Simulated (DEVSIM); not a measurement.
Structure: Ti/SiO2/n-Si capacitor, at 250 K.

```tsv
layer (left to right)	material	thickness (nm)	Nd (cm⁻³)
1	SiO2	19.0	-
2	Si	1500	1.4e17
```

Metal gate on the left, work function 4.33 eV. Fixed charge at the semiconductor interface 2.5e11 cm⁻² (in units of +e); no interface traps.

The device is made up for the run: typed textbook-type constants, with dimensions and the other settings drawn at random. Values at 300 K; Nc and Nv go as T^1.5, mobilities as T to minus their exponent, the gap by Varshni's rule with the affinity fixed.

| parameter | SiO2 | Si |
|---|---|---|
| gap (eV) | 9 | 1.124 |
| affinity (eV) | 0.9 | 4.05 |
| permittivity | 3.9 | 11.7 |
| Nc (cm⁻³) | - | 2.86e19 |
| Nv (cm⁻³) | - | 3.1e19 |
| Varshni α (eV/K) | - | 0.000473 |
| Varshni β (K) | - | 636 |

Simulated with DEVSIM: 1D Poisson equation in equilibrium, Boltzmann statistics, complete ionisation; no quantum confinement or tunnelling. Metal contacts follow the ideal Schottky-Mott rule: no Fermi-level pinning, no interface dipoles.

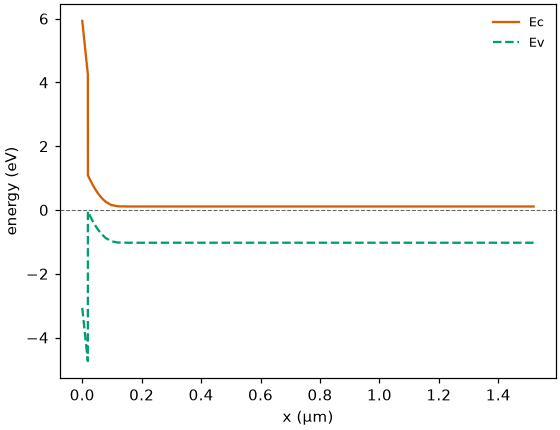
Fig. 1. Band edges at -2.5 V on the gate

Energies count from the Fermi level of the right contact; mesh points crowd at the junctions.

```
x (μm)    Ec (eV)  Ev (eV)  n (cm⁻³)  p (cm⁻³)  field (V/cm)
--------  -------  -------  --------  --------  ------------
0.000       5.930   -3.070     < 1e2     < 1e2       -890000
0.001300    5.815   -3.185     < 1e2     < 1e2       -890000
0.003873    5.586   -3.414     < 1e2     < 1e2       -890000
0.008966    5.135   -3.865     < 1e2     < 1e2       -890000
0.01561     4.545   -4.455     < 1e2     < 1e2       -890000
0.01794     4.338   -4.662     < 1e2     < 1e2       -890000
0.01912     1.092   -0.044     < 1e2    3.1e18       -250000
0.02139     1.043   -0.093     < 1e2    3.1e17       -200000
0.02557     0.961   -0.175     < 1e2    6.9e15       -190000
0.03468     0.797   -0.339      1900    3.4e12       -170000
0.05453     0.502   -0.634     1.6e9   4000000       -130000
0.1191      0.116   -1.020    9.9e16     < 1e2         -7100
0.2385      0.109   -1.027    1.4e17     < 1e2           ≈ 0
0.4984      0.109   -1.027    1.4e17     < 1e2           ≈ 0
1.098       0.109   -1.027    1.4e17     < 1e2           ≈ 0
1.326       0.109   -1.027    1.4e17     < 1e2           ≈ 0
1.428       0.109   -1.027    1.4e17     < 1e2           ≈ 0
1.478       0.109   -1.027    1.4e17     < 1e2           ≈ 0
1.505       0.109   -1.027    1.4e17     < 1e2           ≈ 0
1.513       0.109   -1.027    1.4e17     < 1e2           ≈ 0
1.517       0.109   -1.027    1.4e17     < 1e2           ≈ 0
1.519       0.109   -1.027    1.4e17     < 1e2           ≈ 0
```
